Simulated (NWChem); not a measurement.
Energy and gradient calculation of SiH₂Cl₂ (part 1 of 4)

- system: SiH₂Cl₂, SMILES Cl[SiH2]Cl
- method: B3LYP/6-31G*, RKS (NWChem 7.3.0)

The geometry comes from this level: PBE0-D4/def2-TZVP.

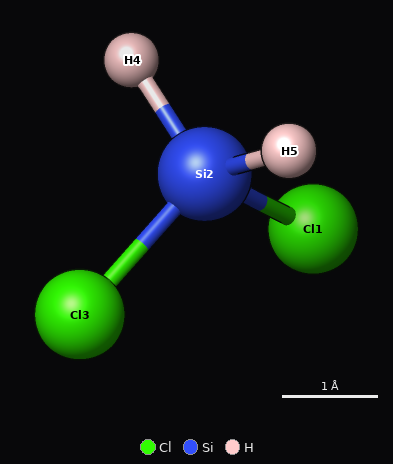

Fig. 1: The structure as given in the input (ball-and-stick view, seen at a tilt; atoms are numbered from 1 in the order of the input).

**The input**
```
start input
title "Cl2H2Si gradient"
memory total 2200 mb
geometry noautosym nocenter noautoz
  Cl      -1.036100      -0.393400       1.609300
  Si       0.136800      -0.071700      -0.028900
  Cl      -0.799200       1.196800      -1.324000
  H        0.352000      -1.362200      -0.711200
  H        1.396500       0.556600       0.413400
end
basis "ao basis" spherical bse
  * library 6-31G*
end
dft
  xc b3lyp
  grid xfine
  convergence energy 1e-08
  maxiter 100
  mulliken
end
task dft gradient
```

Launch command:
```bash
nwchem input.nw > input.out
```

**Log**
```
Northwest Computational Chemistry Package (NWChem) 7.3.0
             --------------------------------------------------------

           Job information
           ---------------

    nwchem branch   = 7.3.0
    use scalapack   = T
    input           = input.nw
    prefix          = input.
    data base       = ./input.db
    status          = startup
    nproc           =        1

           Memory information
           ------------------

    heap     =     72089600 doubles =      550.0 Mbytes
    stack    =     72089597 doubles =      550.0 Mbytes
    global   =    144179200 doubles =     1100.0 Mbytes (distinct from heap & stack)
    total    =    288358397 doubles =     2200.0 Mbytes
    verify   = yes
    hardfail = no

           Directory information
           ---------------------

  0 permanent = .
  0 scratch   = .

                                NWChem Input Module
                                -------------------

                                 Cl2H2Si gradient
                                 ----------------

 Scaling coordinates for geometry "geometry" by  1.889725989
 (inverse scale =  0.529177249)

                             Geometry "geometry" -> ""
                             -------------------------

 Output coordinates in angstroms (scale by  1.889725989 to convert to a.u.)

  No.       Tag          Charge          X              Y              Z
 ---- ---------------- ---------- -------------- -------------- --------------
    1 Cl                  17.0000    -1.03610000    -0.39340000     1.60930000
    2 Si                  14.0000     0.13680000    -0.07170000    -0.02890000
    3 Cl                  17.0000    -0.79920000     1.19680000    -1.32400000
    4 H                    1.0000     0.35200000    -1.36220000    -0.71120000
    5 H                    1.0000     1.39650000     0.55660000     0.41340000

      Atomic Mass
      -----------

      Cl                34.968850
      Si                27.976930
      H                  1.007825

 Effective nuclear repulsion energy (a.u.)     191.9634348923

            Nuclear Dipole moment (a.u.)
            ----------------------------
        X                 Y               Z
 ---------------- ---------------- ----------------
   -52.0362507119    22.3902294031     7.8380164828

            XYZ format geometry
            -------------------
     5
 geometry
 Cl                   -1.03610000    -0.39340000     1.60930000
 Si                    0.13680000    -0.07170000    -0.02890000
 Cl                   -0.79920000     1.19680000    -1.32400000
 H                     0.35200000    -1.36220000    -0.71120000
 H                     1.39650000     0.55660000     0.41340000

 ==============================================================================
                                internuclear distances
 ------------------------------------------------------------------------------
       center one      |      center two      | atomic units |  angstroms
 ------------------------------------------------------------------------------
    2 Si               |   1 Cl               |     3.85564  |     2.04031
    3 Cl               |   2 Si               |     3.85544  |     2.04021
    4 H                |   2 Si               |     2.78838  |     1.47555
    5 H                |   2 Si               |     2.78838  |     1.47555
 ------------------------------------------------------------------------------
                         number of included internuclear distances:          4
 ==============================================================================

 ==============================================================================
                                 internuclear angles
 ------------------------------------------------------------------------------
        center 1       |       center 2       |       center 3       |  degrees
 ------------------------------------------------------------------------------
    1 Cl               |   2 Si               |   3 Cl               |   110.12
    1 Cl               |   2 Si               |   4 H                |   108.49
    1 Cl               |   2 Si               |   5 H                |   108.50
    3 Cl               |   2 Si               |   4 H                |   108.49
    3 Cl               |   2 Si               |   5 H                |   108.49
    4 H                |   2 Si               |   5 H                |   112.74
 ------------------------------------------------------------------------------
                            number of included internuclear angles:          6
 ==============================================================================

 Summary of "ao basis" -> "" (spherical)
 ------------------------------------------------------------------------------
       Tag                 Description            Shells   Functions and Types
 ---------------- ------------------------------  ------  ---------------------
 *                           6-31G*                   on all atoms

                                 NWChem DFT Module
                                 -----------------

                                 Cl2H2Si gradient

                      Basis "ao basis" -> "ao basis" (spherical)
                      -----
  [basis functions not shown]

 Summary of "ao basis" -> "ao basis" (spherical)
 ------------------------------------------------------------------------------
       Tag                 Description            Shells   Functions and Types
 ---------------- ------------------------------  ------  ---------------------
 Cl                          6-31G*                  8       18   4s3p1d
 Si                          6-31G*                  8       18   4s3p1d
 H                           6-31G*                  2        2   2s

 Summary of "ao basis" -> "ao basis" (spherical)
 ------------------------------------------------------------------------------
       Tag                 Description            Shells   Functions and Types
 ---------------- ------------------------------  ------  ---------------------
 Cl                          6-31G*                  8       18   4s3p1d
 Si                          6-31G*                  8       18   4s3p1d
 H                           6-31G*                  2        2   2s

  Caching 1-el integrals
  itol2e modified to match energy
  convergence criterion.
  tol_rho modified to match energy
  convergence criterion.

            General Information
            -------------------
          SCF calculation type: DFT
          Wavefunction type:  closed shell.
          No. of atoms     :     5
          No. of electrons :    50
           Alpha electrons :    25
            Beta electrons :    25
          Charge           :     0
          Spin multiplicity:     1
          Use of symmetry is: off; symmetry adaption is: off
          Maximum number of iterations: 100
          AO basis - number of functions:    58
                     number of shells:    28
          Convergence on energy requested:  1.00D-08
          Convergence on density requested:  1.00D-05
          Convergence on gradient requested:  5.00D-04

              XC Information
              --------------
                         B3LYP Method XC Potential
                     Hartree-Fock (Exact) Exchange  0.200
                        Slater Exchange Functional  0.800 local
                    Becke 1988 Exchange Functional  0.720 non-local
              Lee-Yang-Parr Correlation Functional  0.810
                  VWN I RPA Correlation Functional  0.190 local

             Grid Information
             ----------------
          Grid used for XC integration:  xfine
          Radial quadrature: Mura-Knowles
          Angular quadrature: Lebedev.
          Tag              B.-S. Rad. Rad. Pts. Rad. Cut. Ang. Pts.
          ---              ---------- --------- --------- ---------
          Cl                  1.00      125          10.0      1454
          Si                  1.10      125           8.0      1454
          H                   0.35      100           9.0      1202
          Grid pruning is: on
          Number of quadrature shells:   575
          Spatial weights used:  Erf1

          Convergence Information
          -----------------------
          Convergence aids based upon iterative change in
          total energy or number of iterations.
          Levelshifting, if invoked, occurs when the
          HOMO/LUMO gap drops below (HL_TOL):  1.00D-02
          DIIS, if invoked, will attempt to extrapolate
          using up to (NFOCK): 10 stored Fock matrices.

                    Damping( 0%)  Levelshifting(0.5)       DIIS
                  --------------- ------------------- ---------------
          dE  on:    start            ASAP                start
          dE off:    2 iters        100 iters           100 iters

      Screening Tolerance Information
      -------------------------------
          Density screening/tol_rho:  1.00D-11
          AO Gaussian exp screening on grid/accAOfunc:  18
          CD Gaussian exp screening on grid/accCDfunc:  20
          XC Gaussian exp screening on grid/accXCfunc:  20
          Schwarz screening/accCoul:  1.00D-09

      Superposition of Atomic Density Guess
      -------------------------------------

 Sum of atomic energies:       -1208.71493763

      Non-variational initial energy
      ------------------------------

 Total energy =   -1209.423426
 1-e energy   =   -2054.247129
 2-e energy   =     652.860268
 HOMO         =      -0.372806
 LUMO         =       0.067072

   Time after variat. SCF:      0.2

     ---------------------------------------------
      Total Density - Mulliken Population Analysis
     ---------------------------------------------

    Atom       Charge   Shell Charges
 -----------   ------   -------------------------------------------------------
    1 Cl  17    17.40   2.00  2.00  5.98  1.37  3.71  0.57  1.76  0.01
    2 Si  14    13.10   2.00  2.00  5.97  0.92  1.42  0.27  0.34  0.18
    3 Cl  17    17.40   2.00  2.00  5.98  1.37  3.71  0.57  1.76  0.01
    4 H    1     1.05   0.47  0.57
    5 H    1     1.05   0.47  0.57
   Time prior to 1st pass:      0.2

 Grid_pts file          = ./input.gridpts.0
 Record size in doubles =  12289        No. of grid_pts per rec  =   3070
 Max. records in memory =    301        Max. recs in file   = *********

           Memory utilization after 1st SCF pass:
           Heap Space remaining (MW):       34.83            34832792
          Stack Space remaining (MW):       72.09            72089132

   convergence    iter        energy       DeltaE   RMS-Dens  Diis-err    time
 ---------------- ----- ----------------- --------- --------- ---------  ------
 d= 0,ls=0.0,diis     1  -1211.1231628177 -1.40D+03  1.83D-02  3.70D-01     0.9
 d= 0,ls=0.0,diis     2  -1211.1222996851  8.63D-04  1.06D-02  3.03D-01     1.6
 d= 0,ls=0.0,diis     3  -1211.1697365313 -4.74D-02  1.95D-03  1.20D-02     2.2
 d= 0,ls=0.0,diis     4  -1211.1715453616 -1.81D-03  3.99D-04  3.76D-04     2.9
 d= 0,ls=0.0,diis     5  -1211.1716016728 -5.63D-05  5.44D-05  7.57D-06     3.6
  Resetting Diis
 d= 0,ls=0.0,diis     6  -1211.1716029216 -1.25D-06  7.52D-06  1.74D-07     4.3
 d= 0,ls=0.0,diis     7  -1211.1716029522 -3.06D-08  1.75D-06  6.70D-09     5.0
 d= 0,ls=0.0,diis     8  -1211.1716029527 -5.35D-10  7.30D-07  2.93D-09     5.7

         Total DFT energy =    -1211.171602952706
      One electron energy =    -2055.561256249721
           Coulomb energy =      730.731001796320
    Exchange-Corr. energy =      -78.304783391601
 Nuclear repulsion energy =      191.963434892297

 Numeric. integr. density =       50.000000026129

     Total iterative time =      5.5s

                       DFT Final Molecular Orbital Analysis
                       ------------------------------------

 Vector    1  Occ=2.000000D+00  E=-1.015338D+02
              MO Center= -8.7D-01,  7.1D-01, -4.3D-01, r^2= 2.4D+00
   Bfn.  Coefficient  Atom+Function         Bfn.  Coefficient  Atom+Function
  ----- ------------  ---------------      ----- ------------  ---------------
    37      0.830418  3 Cl s                  1      0.550784  1 Cl s

 Vector    2  Occ=2.000000D+00  E=-1.015338D+02
              MO Center= -9.6D-01,  9.2D-02,  7.1D-01, r^2= 2.4D+00
   Bfn.  Coefficient  Atom+Function         Bfn.  Coefficient  Atom+Function
  ----- ------------  ---------------      ----- ------------  ---------------
     1      0.830423  1 Cl s                 37     -0.550792  3 Cl s

 Vector    3  Occ=2.000000D+00  E=-6.620081D+01
              MO Center=  1.4D-01, -7.2D-02, -2.9D-02, r^2= 4.7D-03
   Bfn.  Coefficient  Atom+Function         Bfn.  Coefficient  Atom+Function
  ----- ------------  ---------------      ----- ------------  ---------------
    19      0.997060  2 Si s

 Vector    4  Occ=2.000000D+00  E=-9.469030D+00
              MO Center= -8.9D-01,  5.9D-01, -2.0D-01, r^2= 2.7D+00
   Bfn.  Coefficient  Atom+Function         Bfn.  Coefficient  Atom+Function
  ----- ------------  ---------------      ----- ------------  ---------------
    38      0.806988  3 Cl s                  2      0.636473  1 Cl s
    37     -0.224291  3 Cl s                  1     -0.176883  1 Cl s
    42      0.033423  3 Cl s                  6      0.026661  1 Cl s

 Vector    5  Occ=2.000000D+00  E=-9.468999D+00
              MO Center= -9.4D-01,  2.2D-01,  4.8D-01, r^2= 2.7D+00
   Bfn.  Coefficient  Atom+Function         Bfn.  Coefficient  Atom+Function
  ----- ------------  ---------------      ----- ------------  ---------------
     2      0.806864  1 Cl s                 38     -0.636316  3 Cl s
     1     -0.224323  1 Cl s                 37      0.176923  3 Cl s
     6      0.032161  1 Cl s                 42     -0.025063  3 Cl s

 Vector    6  Occ=2.000000D+00  E=-7.229552D+00
              MO Center= -8.7D-01,  7.2D-01, -4.5D-01, r^2= 2.4D+00
   Bfn.  Coefficient  Atom+Function         Bfn.  Coefficient  Atom+Function
  ----- ------------  ---------------      ----- ------------  ---------------
    41     -0.534942  3 Cl pz                40      0.514499  3 Cl py
     5     -0.438602  1 Cl pz                39     -0.369266  3 Cl px
     3      0.305085  1 Cl px                 4      0.091002  1 Cl py
```
